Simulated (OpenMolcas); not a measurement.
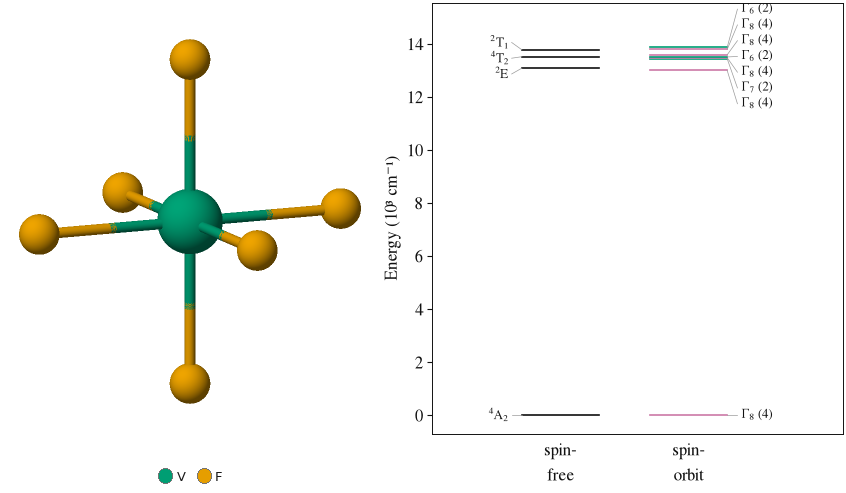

V²⁺ (3d³) as a dopant in K₂NaGaF₆, a cluster with its 6 nearest F⁻ at 2.043 Å (octahedron) embedded in model potentials and point charges; the geometry was set, not optimised, and its levels. Labels give the representation in O, Td, D4 or D3 as the site allows (double group for half-integer spin) where it could be assigned and, in brackets, the degeneracy; spin-free states, where drawn, share the zero of the spin-orbit levels. Computed with OpenMolcas: state-averaged SS-CASPT2, IPEA shift 0.5, imaginary shift 0.1 hartree, closed shells 3s 3p correlated, active space 3 electrons in the shell 3d, basis ANO-RCC-VTZP on the metal and ANO-RCC-VDZP on the ligands, DKH2 scalar Hamiltonian, spin-orbit coupling by RASSI with atomic mean-field integrals.

**What does the figure show?**

The ground level is Γ₈, 4-fold degenerate, 100 % from states of spin multiplicity 4. The next level lies at 13,000 cm⁻¹ (Γ₈). The lowest spin-free state is ⁴A₂, from the free-ion F term; of the same spin there follows at 13,500 cm⁻¹ (⁴T₂) above it.

Known limits: the geometry is set by hand, with no relaxation and no charge compensation.
